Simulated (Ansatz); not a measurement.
## CdS, response to strain

The parent structure is CdS in the zinc blende structure (space group F-43m, No. 216).

```cif
data_CdS
_chemical_formula_sum 'Cd1 S1'
_space_group_name_H-M_alt 'P 1'
_space_group_IT_number 1
_cell_length_a 4.19078
_cell_length_b 4.19078
_cell_length_c 4.19078
_cell_angle_alpha 60.000
_cell_angle_beta 60.000
_cell_angle_gamma 60.000
loop_
_space_group_symop_operation_xyz
  'x, y, z'
loop_
_atom_site_label
_atom_site_type_symbol
_atom_site_fract_x
_atom_site_fract_y
_atom_site_fract_z
_atom_site_occupancy
Cd1 Cd 0.00000 0.00000 0.00000 1
S1 S 0.25000 0.25000 0.25000 1
```

Strains are applied to the cell and any free atomic positions relax.

The values are results of PBE/PAW in Ansatz (a quantum-chemistry and plane-wave program), no spin-orbit coupling, not measurements.

Notes on the quantities. energy relative to the base: free energy F.

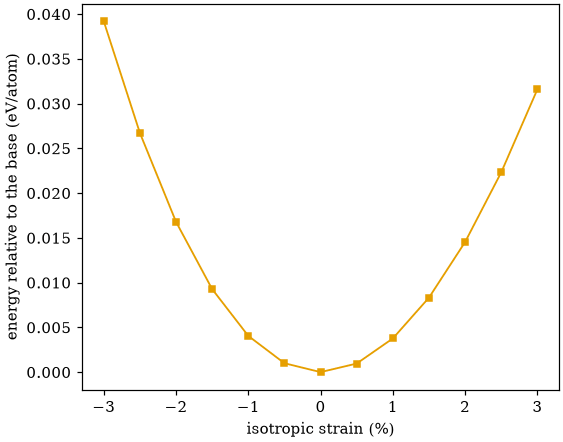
Fig. 1. Energy relative to the base against isotropic strain

Question: From the plot, what is the energy relative to the base for isotropic strain +2.50 %?

Answer: About 0.022 eV/atom.

Question: Is the trend monotonic over the range shown?

Answer: No, it turns within the range, spanning 0 meV/atom to +39 meV/atom.

Whether these cells are dynamically stable was not tested.
